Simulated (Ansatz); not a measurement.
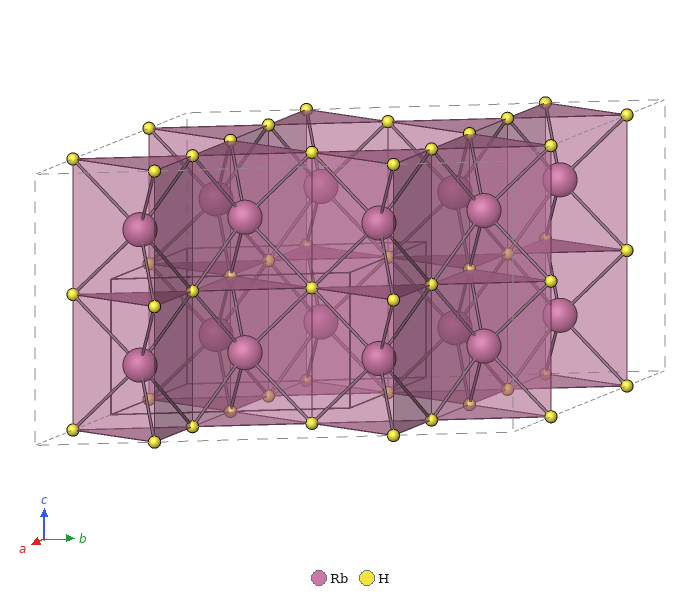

Polyhedra are drawn about Rb (bonds: H–Rb below 3.2 Å); other atoms are plain spheres.

System Rb₂H₃ (space group P6/mmm, No. 191); source of the atomic positions: coordinates from a relaxation with DFT PBE, scalar-relativistic, plane waves, PAW (Ansatz); the starting structure was generated, so it need not be a known form of this composition.

Question: What figure surrounds each Rb atom, and what does it share with the other drawn polyhedra?

Answer: Rb: RbH6 trigonal prism, sharing faces with two neighbours, corners with six neighbours and edges with three neighbours.

Question: How do these polyhedra hang together as a whole?

Answer: They form a three-dimensional framework of corner-, edge- and face-sharing trigonal prisms.

Question: How far apart are the centres of linked polyhedra?

Answer: Centre to centre across a shared face: 4.01 Å; across a shared corner: 5.76 Å; across a shared edge: 4.13 Å.
